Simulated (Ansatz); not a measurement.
## MoSeS (layered bulk) (P6_3mc): a band-gap study from PBEsol to G0W0 at the band limit

The study climbs from cheap functionals to G0W0 on MoSeS (layered bulk) (P6_3mc) and then asks what each convergence step is worth.

Program: Ansatz 0.2.0. Level of theory: density functionals, hybrids, G0W0, plane waves, PAW. Results are calculated unless marked as measured.

The structure was built from a prototype and need not be the compound's stable phase.

## 1. Set-up

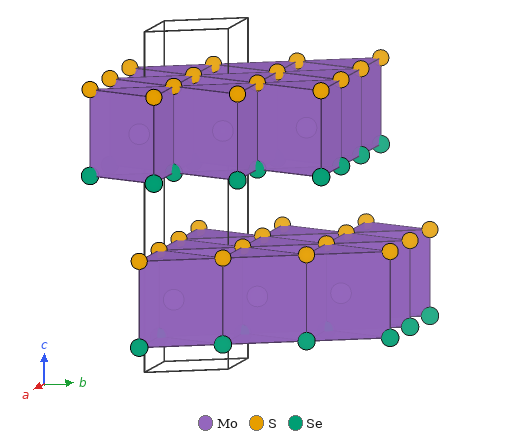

The cell as given, slightly off an axis (molybdenum purple, sulfur orange, selenium teal). 3×3×1 cells are drawn. Some periodic images of atoms are drawn too.

The start is a generated structure, not a measured one.

## 2. Relaxing the structure

A relaxation at this level of theory: leftover forces would pass straight into the levels.

This step: DFT, PBEsol-D3(BJ), plane waves, PAW; PAW set soft_1.

Contents of input.yaml:

```yaml
crystal:
  lattice:
    - [3.2525, 0.0, 0.0]
    - [-1.62625, 2.8167476258, 0.0]
    - [0.0, 0.0, 12.7800000008]
  atoms:
    - { symbol: Mo, position: [0.3333333333, 0.6666666667, 0.25] }
    - { symbol: S, position: [0.6666666667, 0.3333333333, 0.3767605634] }
    - { symbol: Se, position: [0.6666666667, 0.3333333333, 0.1232394366] }
    - { symbol: Mo, position: [0.6666666667, 0.3333333333, 0.75] }
    - { symbol: S, position: [0.3333333333, 0.6666666667, 0.8767605634] }
    - { symbol: Se, position: [0.3333333333, 0.6666666667, 0.6232394366] }
kpoints:
  mp_grid: { grid: [9, 9, 2] }
hamiltonian:
  xc: pbesol
  dispersion: d3bj
  pseudopotentials: { kind: paw, azcp: { folder: soft_1 }, xc_functional: pbe }
scf:
  occupations: { method: fermi_dirac, width: 0.02 }
relax:
  f_tol: 0.01
  max_steps: 100
  cell: {}
```

Command:

```sh
$ ansatz run input.yaml --threads 2 --pin off --max-ram 92160MiB --backend cuda --events-out ev --progress --plain --runs-dir out --devices 1 --max-vram 13GiB
```

Numbers of over 12 decimals in the logs are rounded to 6 here.

The program printed:

```text
GPUs: using 1 of 1 available (devices: 1).
Engine: ansatz 0.2.0, x86_64-unknown-linux-gnu
Pseudopotentials: kind: paw
Pseudopotential: Mo, paw, valence charge 14, recommended cutoff 420 eV (normal), soft_1/Mo.paw.azcp
Pseudopotential: S, paw, valence charge 6, recommended cutoff 420 eV (normal), soft_1/S.paw.azcp
Pseudopotential: Se, paw, valence charge 16, recommended cutoff 420 eV (normal), soft_1/Se.paw.azcp
Functional definition: PBEsol
  exchange = pbesol_x
  correlation = pbesol_c
device memory: the entry about to start is reckoned to put 1.7 GiB on a device that reports 45.0 GiB free (of which the cap on the GPU budget leaves the run 13.0 GiB)
GPU FFT provider: cuFFT
GPU libraries: cuBLAS 13.8.2, cuFFT 12.4.0, cuSOLVER 12.3.4
Crystal: 6 atoms, lattice volume = 117.084 Å³
Basis set: ecut = 420 eV, 2323 PW (Γ), exchange–correlation on 48×48×180 points (8 copies of the dense FFT grid, shifted against one another)
Bands: 44, of which v1, the nominal top of the filled ones, is band 36 counted from 1 (35 counted from 0)
Symmetry: 12 space group operations
Space group: P63mc (ITA 186), of the structure as read, at distance tolerance 4.9e-5 Å
k-points: 24 of 162
Non-local potential: Mo, projectors of the file, l = 0: 3, l = 1: 2, l = 2: 2, l = 3: 1
Non-local potential: S, projectors of the file, l = 0: 2, l = 1: 2, l = 2: 1
Non-local potential: Se, projectors of the file, l = 0: 2, l = 1: 2, l = 2: 3, l = 3: 1
PAW form: soft (Blöchl's): semilocal exchange-correlation on the pseudo side does not see the compensation charge
PAW frozen core: Mo, regenerated for the run's functional, and the local potential with it (the file was generated under x = pbe(κ = 0.804, μ = 0.219515), c = pbe(β = 0.066725))
PAW frozen core: S, regenerated for the run's functional, and the local potential with it (the file was generated under x = pbe(κ = 0.804, μ = 0.219515), c = pbe(β = 0.066725))
PAW frozen core: Se, regenerated for the run's functional, and the local potential with it (the file was generated under x = pbe(κ = 0.804, μ = 0.219515), c = pbe(β = 0.066725))
PAW one-centre angular grid: Mo, 590 points (default); XC on 64 Gauss nodes
PAW one-centre angular grid: S, 110 points (default); XC on 64 Gauss nodes
PAW one-centre angular grid: Se, 590 points (default); XC on 64 Gauss nodes
Initial density: superposition of atomic densities (chi_scale 0.1, normalization cell, long waves kept (reshape's long-wave potential 0.08 eV rms))
Initial wavefunctions: pseudopotential atomic-orbital guess
GPU buffer pool allocated for 51840 grid points (all kernels)
GPU transforms: local potential and band sums: pruned to the plane-wave sphere, on 24×24×90
Functional: x = pbesol(κ = 0.804, μ = 0.123457), c = pbesol(β = 0.046)
[...]
SCF converged after 6 iterations
Free energy (F): -22420.774817 eV
Harris-Foulkes:  -22420.774817 eV  (|F-HF|=3.64e-12)
Internal energy: -22420.774817 eV  (E = F + TS)
E sigma→0 (E₀):  -22420.774817 eV
Fermi energy:    13.445731 eV
--- Per-component energies (eV) ---
  E_band       = -897.217590
  E_kinetic    = 1285.181833
  E_local      = -8274.223413  (includes V_loc(G=0)·N_el)
  E_nonlocal   = -335.549439
  E_hartree    = 3968.106739
  E_xc         = -699.654301
  E_vxc        = -789.691787  (∫ρ·V_xc dr)
  E_paw        = -11665.665085  (= ΣΔE_a)
  E_vpaw       = -719.147708  (= ΣTr[D̂ρ^β])
  E_aug_tail   = -0.000633  (compensation charges beyond the density's cutoff)
  E_ewald      = -6698.919998
  E_disp       = -2.609922  (pairwise vdW)
  E_core_change = 2.559402  (= ΣΔE_core)
  E_smearing   = -0.000000  (= −TS)
  E_closure    = 0.000000  (closes the sum)
  Σ components = -22420.774817   (vs F -22420.774817, Δ=0.00e0)
--- Forces (eV/Å), atoms counted from 1 ---
  atom   1  Mo    -0.00000000     0.00000000     0.00047833
  atom   2  S      0.00000000    -0.00000000    -0.00003065
  atom   3  Se    -0.00000000    -0.00000000    -0.00044849
  atom   4  Mo     0.00000000    -0.00000000     0.00047833
  atom   5  S      0.00000000     0.00000000    -0.00003065
  atom   6  Se    -0.00000000     0.00000000    -0.00044849
  max |Σ_I F_I| component: 1.62e-6 eV/Å
--- Stress (GPa, compression-positive) ---
        0.002432       0.000000      -0.000000
        0.000000       0.002432      -0.000000
       -0.000000      -0.000000      -0.005480
  P = ⅓ Tr σ = -0.0002 GPa (-0.002 kbar)
--- Band table (eV; the first three rows and the last of 24) ---
  k-point 0: bands = [... 32 lower, 11.3658, 11.4702, 12.5415, 13.1714, 15.3652, 15.3652, 15.3690, 15.3690, ... 4 higher]
  k-point 1: bands = [... 32 lower, 11.3226, 11.3226, 12.9902, 12.9902, 15.3596, 15.3596, 15.3596, 15.3596, ... 4 higher]
  k-point 2: bands = [... 32 lower, 11.2960, 11.5685, 12.5254, 12.7307, 15.1112, 15.1895, 15.2387, 15.2903, ... 4 higher]
  k-point 23: bands = [... 32 lower, 10.1639, 10.1639, 12.3643, 12.3643, 14.2500, 14.2500, 15.0788, 15.0788, ... 4 higher]
--- Relaxed structure (7 steps of the walk, 6 accepted, 1 SCFs on fresh bases) ---
  F+E_penalty+E_count = -22420.77481747 eV   max|allowed force component| = 4.786e-4 eV/Å   (the final SCF, on the basis selected at the relaxed cell)
  cell:  # Å, volume = 104.3249 Å³
    - [3.167118, 3.1597733832119843e-18, 0]
    - [-1.583559, 2.742805, 0]
    - [0, 0, 12.009614]
  atoms:
    - { symbol: Mo, position: [0.333333, 0.666667, 0.255002] }
    - { symbol: S, position: [0.666667, 0.333333, 0.382196] }
    - { symbol: Se, position: [0.666667, 0.333333, 0.112802] }
    - { symbol: Mo, position: [0.666667, 0.333333, 0.755002] }
    - { symbol: S, position: [0.333333, 0.666667, 0.882196] }
    - { symbol: Se, position: [0.333333, 0.666667, 0.612802] }
```

The job ended after 17 s (1 × NVIDIA H100 80GB HBM3 (shared by 6 runs) with 2 threads of AMD EPYC 7R13 (Zen 3), shared host; peak memory 1 GiB).

Step by step:

| step | energy less that of the first step (eV) | largest force component (eV/Å) | pressure (GPa) | volume (Å³) |
| --- | --- | --- | --- | --- |
| 1 | 0.0000 | 2.3719 | -7.03 | 117.08 |
| 2 | -0.3472 | 0.7689 | 3.43 | 101.77 |
| 3 | -0.4677 | 0.1662 | -1.00 | 104.54 |
| 4 | -0.4731 | 0.0661 | -0.01 | 104.78 |
| 5 | -0.4739 | 0.0074 | 0.11 | 104.17 |
| 6 | -0.4738 | 0.0368 | -0.19 | 104.42 |
| 7 | -0.4740 | 0.0005 | 0.00 | 104.32 |
| 8* | -0.4720 | 0.0005 | 0.00 | 104.32 |

Relaxation steps marked * repeat the geometry before them on a plane-wave basis chosen anew for their cell, so energy and pressure can jump there. Relaxation step 6 was tried and not accepted.

Forces are held to the 12 operations that the run works with; a distortion that breaks them can't arise in this run.

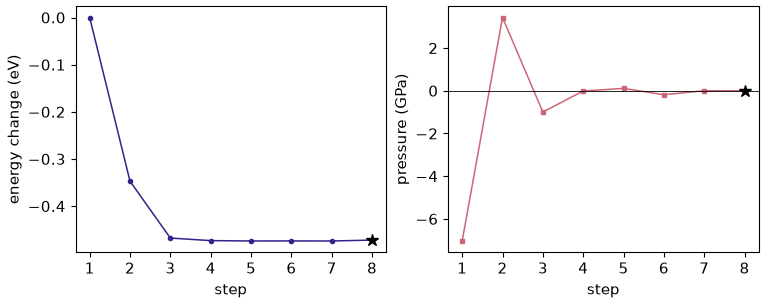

Energy and pressure along the relaxation. Stars mark steps on a basis chosen anew.

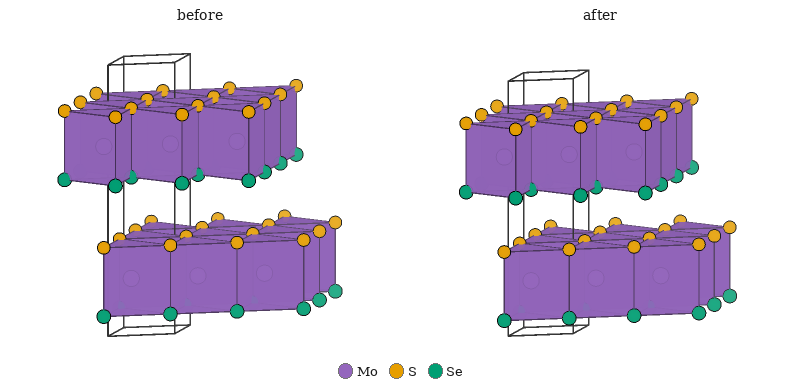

The structure before and after the relaxation, drawn at the same scale.

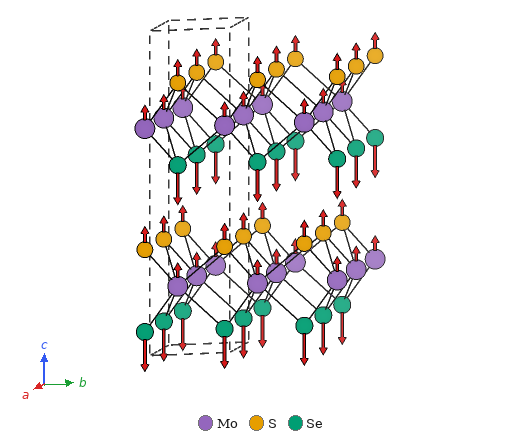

Displacements in the relaxation, exaggerated, measured against the changing cell; the longest in the cell stands for 0.13 Å. 3×3×1 cells are drawn.

| conventional cell, symmetrised | before | after | change |
| --- | --- | --- | --- |
| a (Å) | 3.252 | 3.167 | -2.6 % |
| b (Å) | 3.252 | 3.167 | -2.6 % |
| c (Å) | 12.780 | 12.010 | -6.0 % |
| volume (Å³/atom) | 19.51 | 17.39 | -10.9 % |

The atoms that moved most (Å, as changes of fractional coordinates times the final cell):

| atom | dx | dy | dz | length |
| --- | --- | --- | --- | --- |
| Se6 | 0.000 | 0.000 | -0.125 | 0.125 |
| Se3 | 0.000 | 0.000 | -0.125 | 0.125 |
| S2 | 0.000 | 0.000 | 0.065 | 0.065 |
| S5 | 0.000 | 0.000 | 0.065 | 0.065 |
| Mo1 | 0.000 | 0.000 | 0.060 | 0.060 |
| Mo4 | 0.000 | 0.000 | 0.060 | 0.060 |

The relaxed structure:

```cif
data_structure
_symmetry_space_group_name_H-M 'P 1'
_symmetry_Int_Tables_number 1
_cell_length_a 3.1671
_cell_length_b 3.1671
_cell_length_c 12.0096
_cell_angle_alpha 90.000
_cell_angle_beta 90.000
_cell_angle_gamma 120.000
_cell_volume 104.32
loop_
_atom_site_label
_atom_site_type_symbol
_atom_site_fract_x
_atom_site_fract_y
_atom_site_fract_z
_atom_site_occupancy
Mo1 Mo 0.33333 0.66667 0.25500 1
S2 S 0.66667 0.33333 0.38220 1
Se3 Se 0.66667 0.33333 0.11280 1
Mo4 Mo 0.66667 0.33333 0.75500 1
S5 S 0.33333 0.66667 0.88220 1
Se6 Se 0.33333 0.66667 0.61280 1
```

## 3. PBEsol bands

The cheap functional maps the bands first; the places of the edges decide which points the dearer methods must see.

This step: DFT, PBEsol, plane waves, PAW; PAW set soft_1.

Contents of input.yaml:

```yaml
crystal:
  lattice:
    - [3.1671178746, 0.0, 0.0]
    - [-1.5835589373, 2.7428045362, 0.0]
    - [0.0, 0.0, 12.0096143063]
  atoms:
    - { symbol: Mo, position: [0.3333333333, 0.6666666667, 0.2550024429] }
    - { symbol: S, position: [0.6666666667, 0.3333333333, 0.382195575] }
    - { symbol: Se, position: [0.6666666667, 0.3333333333, 0.1128019821] }
    - { symbol: Mo, position: [0.6666666667, 0.3333333333, 0.7550024429] }
    - { symbol: S, position: [0.3333333333, 0.6666666667, 0.882195575] }
    - { symbol: Se, position: [0.3333333333, 0.6666666667, 0.6128019821] }
kpoints:
  mp_grid: { grid: [12, 12, 2] }
  band_path:
    path:
      - [[0.0, 0.0, 0.0], [0.5, 0.0, 0.0], [0.33333333, 0.33333333, 0.0], [0.0, 0.0, 0.0], [0.0, 0.0, 0.5], [0.5, 0.0, 0.5], [0.33333333, 0.33333333, 0.5], [0.0, 0.0, 0.5]]
      - [[0.5, 0.0, 0.5], [0.5, 0.0, 0.0]]
      - [[0.33333333, 0.33333333, 0.5], [0.33333333, 0.33333333, 0.0]]
    npoints: 10
hamiltonian:
  xc: pbesol
  pseudopotentials: { kind: paw, azcp: { folder: soft_1 }, xc_functional: pbe }
scf:
  occupations: { method: fermi_dirac, width: 0.02 }
  n_extra_bands: 6
output:
  eigenvalues: true
  forces: true
  stress: true
  write_density: true
  write_potential: true
  elf: true
  volumetric_format: npy
```

The program printed:

```text
[...]
GPUs: using 1 of 1 available (devices: 1).
[...]
GPU FFT provider: cuFFT
GPU libraries: cuBLAS 13.8.2, cuFFT 12.4.0, cuSOLVER 12.3.4
Crystal: 6 atoms, lattice volume = 104.325 Å³
Basis set: ecut = 420 eV, 2045 PW (Γ), exchange–correlation on 48×48×162 points (8 copies of the dense FFT grid, shifted against one another)
Bands: 42, of which v1, the nominal top of the filled ones, is band 36 counted from 1 (35 counted from 0)
Symmetry: 12 space group operations
[...]
k-points: 38 of 288
[...]
GPU buffer pool allocated for 46656 grid points (all kernels)
[...]
SCF iter   1: F=—  HF=-22419.913404 eV  |F-HF|=—  |Δ(HF+E_count)|=         —  Δρ=5.25e-2  dr2=5.84e0  ethr=3.10e-3  ⟨swp⟩=8.1  Hψ=6796  notcnv=0
[...]
SCF iter   9: F=-22418.165002 eV  HF=-22418.165002 eV  |F-HF|=2.62e-10  |Δ(HF+E_count)|=   1.15e-7  Δρ=3.99e-6  dr2=9.41e-9  ethr=1.39e-10  ⟨swp⟩=15.9  Hψ=17071  notcnv=0
SCF 1 converged in 9 iterations: F = -22418.165002 eV  dr2 = 9.41e-9
[...]
NSCF: frozen V_eff on 93 k-points
SCF converged after 9 iterations
Free energy (F): -22418.165002 eV
[...]
Internal energy: -22418.165002 eV  (E = F + TS)
E sigma→0 (E₀):  -22418.165002 eV
Entropy (-TS):   -0.000000 eV (-0.000 meV/atom)
Fermi energy:    13.404330 eV
[...]
--- Forces (eV/Å), atoms counted from 1 ---
  atom   1  Mo     0.00000000    -0.00000000    -0.00224551
  atom   2  S      0.00000000     0.00000000    -0.01467885
  atom   3  Se     0.00000000     0.00000000     0.01687236
  atom   4  Mo     0.00000000     0.00000000    -0.00224551
  atom   5  S      0.00000000    -0.00000000    -0.01467885
  atom   6  Se    -0.00000000    -0.00000000     0.01687236
  max |Σ_I F_I| component: 1.04e-4 eV/Å
--- Stress (GPa, compression-positive) ---
        4.107828       0.000000      -0.000000
        0.000000       4.107828       0.000000
       -0.000000       0.000000       4.203833
  P = ⅓ Tr σ = 4.1398 GPa (41.398 kbar)
--- Band table (eV; the first three rows and the last of 38) ---
  k-point 0: bands = [... 32 lower, 11.3658, 11.4702, 12.5415, 13.1714, 15.3652, 15.3652, 15.3690, 15.3690, ... 2 higher]
  k-point 1: bands = [... 32 lower, 11.3226, 11.3226, 12.9902, 12.9902, 15.3596, 15.3596, 15.3596, 15.3596, ... 2 higher]
  k-point 2: bands = [... 32 lower, 11.3343, 11.5449, 12.5759, 12.9200, 15.2384, 15.2785, 15.3263, 15.4072, ... 2 higher]
  k-point 37: bands = [... 32 lower, 10.1639, 10.1639, 12.3643, 12.3643, 14.2500, 14.2500, 15.0788, 15.0788, ... 2 higher]
```

Run time: 9 s. Hardware: 1 × NVIDIA H100 80GB HBM3 (shared by 6 runs) with 2 threads; peak memory 1 GiB; 9.1 s of CPU time.

This step gave:

```
pressure             : 4.140 GPa
filled bands         : 36
gap                  : 0.5019 eV
valence top at       : Γ
conduction bottom at : k = (0.167, 0.167, 0.000)
least direct gap     : 1.695 eV
```

The gap is indirect, with the least direct gap 1.19 eV higher. The pressure of 4 GPa says that this functional would expand the cell; it is kept.

Electronic bands along the path, in eV, zero at the top of the highest nominally filled band:

| point | band 33 | band 34 | band 35 | band 36 | band 37 | band 38 | band 39 | band 40 |
| --- | --- | --- | --- | --- | --- | --- | --- | --- |
| Γ | -1.81 | -1.70 | -0.63 | 0.00 | 2.19 | 2.19 | 2.20 | 2.20 |
| M | -1.61 | -1.58 | -1.43 | -1.16 | 1.57 | 1.65 | 1.75 | 2.24 |
| K | -2.65 | -2.65 | -0.93 | -0.62 | 1.07 | 1.07 | 1.21 | 2.67 |
| Γ | -1.81 | -1.70 | -0.63 | 0.00 | 2.19 | 2.19 | 2.20 | 2.20 |
| A | -1.85 | -1.85 | -0.18 | -0.18 | 2.19 | 2.19 | 2.19 | 2.19 |
| L | -1.50 | -1.50 | -1.37 | -1.37 | 1.60 | 1.60 | 2.02 | 2.02 |
| H | -3.01 | -3.01 | -0.81 | -0.81 | 1.08 | 1.08 | 1.91 | 1.91 |
| A | -1.85 | -1.85 | -0.18 | -0.18 | 2.19 | 2.19 | 2.19 | 2.19 |
| jump to L | -1.50 | -1.50 | -1.37 | -1.37 | 1.60 | 1.60 | 2.02 | 2.02 |
| M | -1.61 | -1.58 | -1.43 | -1.16 | 1.57 | 1.65 | 1.75 | 2.24 |
| jump to H | -3.01 | -3.01 | -0.81 | -0.81 | 1.08 | 1.08 | 1.91 | 1.91 |
| K | -2.65 | -2.65 | -0.93 | -0.62 | 1.07 | 1.07 | 1.21 | 2.67 |

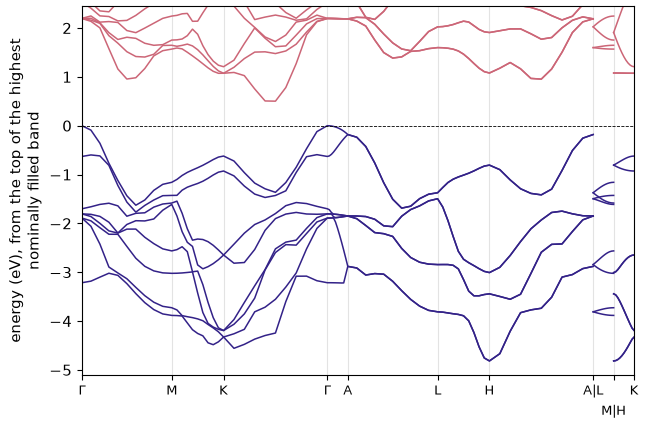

Electronic bands along the path; lines of filled and empty bands in two colours.

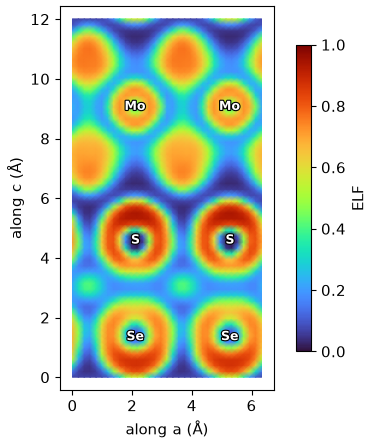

ELF in the ac plane at fractional y = 0.333, with atoms of S and Se and Mo within 0.2 Å of it. It is the smooth field of the valence electrons, not physical close to the nuclei.

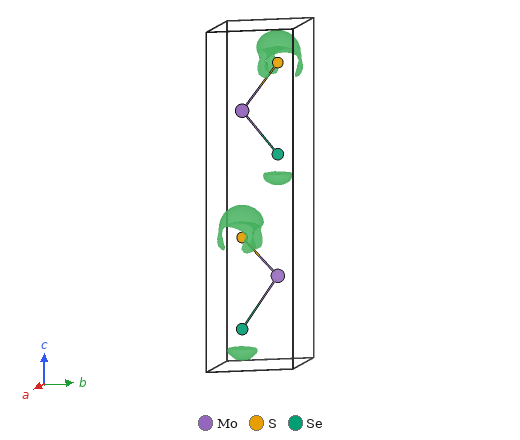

Surface of ELF = 0.85.

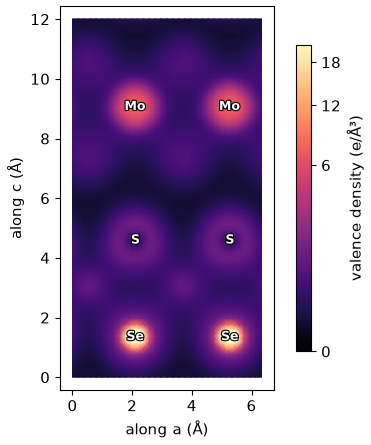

Valence density in the ac plane at fractional y = 0.333, with atoms of S and Se and Mo within 0.2 Å of it. It is the smooth field of the valence electrons, not physical close to the nuclei. The colour scale is stretched toward low values.

## 4. PBEsol+SOC

The many-body steps leave out spin-orbit coupling, so its effect is taken from a two-component run, with twice the bands.

This step: DFT, PBEsol with spin-orbit coupling, plane waves, PAW; PAW set soft_1.

Contents of input.yaml:

```yaml
crystal:
  lattice:
    - [3.1671178746, 0.0, 0.0]
    - [-1.5835589373, 2.7428045362, 0.0]
    - [0.0, 0.0, 12.0096143063]
  atoms:
    - { symbol: Mo, position: [0.3333333333, 0.6666666667, 0.2550024429] }
    - { symbol: S, position: [0.6666666667, 0.3333333333, 0.382195575] }
    - { symbol: Se, position: [0.6666666667, 0.3333333333, 0.1128019821] }
    - { symbol: Mo, position: [0.6666666667, 0.3333333333, 0.7550024429] }
    - { symbol: S, position: [0.3333333333, 0.6666666667, 0.882195575] }
    - { symbol: Se, position: [0.3333333333, 0.6666666667, 0.6128019821] }
kpoints:
  mp_grid: { grid: [12, 12, 2] }
  band_path:
    path:
      - [0.0, 0.0, 0.0]
      - [0.5, 0.0, 0.0]
      - [0.33333333, 0.33333333, 0.0]
      - [0.0, 0.0, 0.5]
      - [0.5, 0.0, 0.5]
      - [0.33333333, 0.33333333, 0.5]
      - [0.1666666667, 0.1666666667, 0.0]
    npoints: 1
hamiltonian:
  xc: pbesol
  pseudopotentials: { kind: paw_fr, azcp: { folder: soft_1 }, xc_functional: pbe }
scf:
  occupations: { method: fermi_dirac, width: 0.02 }
  n_extra_bands: 12
magnetization:
  noncollinear: true
  spin_orbit: true
output:
  eigenvalues: true
  forces: true
  stress: true
```

The program printed:

```text
[...]
GPUs: using 1 of 1 available (devices: 1).
[...]
non-collinear run that drives no moment, with spin-orbit: no starting moment large enough to seed its density (crystal.atoms[].spin), no starting occupations that ask for one, no magnetisation constraint and no magnetic field, so the semilocal B_xc is pinned to zero
[...]
k-point 1: bands = [... 68 lower, 12.9944, 12.9944, 12.9944, 12.9944, 15.3124, 15.3124, 15.3124, 15.3124, ... 8 higher]
  k-point 2: bands = [... 68 lower, 12.5592, 12.5841, 12.9161, 12.9391, 15.2023, 15.2349, 15.2529, 15.2906, ... 8 higher]
  k-point 37: bands = [... 68 lower, 12.2880, 12.2880, 12.4455, 12.4455, 14.2417, 14.2417, 14.2550, 14.2550, ... 8 higher]
[key lines of the parts left out:]
SCF converged after 10 iterations
Magnetization: |M| = 0.0000 μB,  M = (+0.0000, +0.0000, +0.0000) μB
Free energy (F): -22420.780923 eV
Fermi energy:    13.409744 eV
P = ⅓ Tr σ = 4.1545 GPa (41.545 kbar)
```

Run time: 22 s. Hardware: 1 × NVIDIA H100 80GB HBM3 (shared by 6 runs) with 2 threads; peak memory 1 GiB.

This step gave:

* pressure: 4.155 GPa
* gap: 0.4930 eV
* valence top at: Γ
* conduction bottom at: k = (0.167, 0.167, 0.000)
* least direct gap: 1.656 eV

The gap stands −0.01 eV against PBEsol.

[end of part 1 of 2]

[Paths, hosts, dates, memory and timing lines, banners, echoed tables and standing remarks are left out of the program output.]

[Logs are printed without paths, hosts, clocks, repeated set-up lines and the standing remarks that a program may print on its own settings, such as how far it seeks lower states.]

[Runs of the session that timed out or met a known fault of the program may be left out.]

[Cells called generated may have been cut or substituted from an entry of the Crystallography Open Database or the Materials Project.]

[Hosts, paths, dates, database ids (printed as entryN), source tags and the programs' standing remarks are cut or masked in the printed files.]
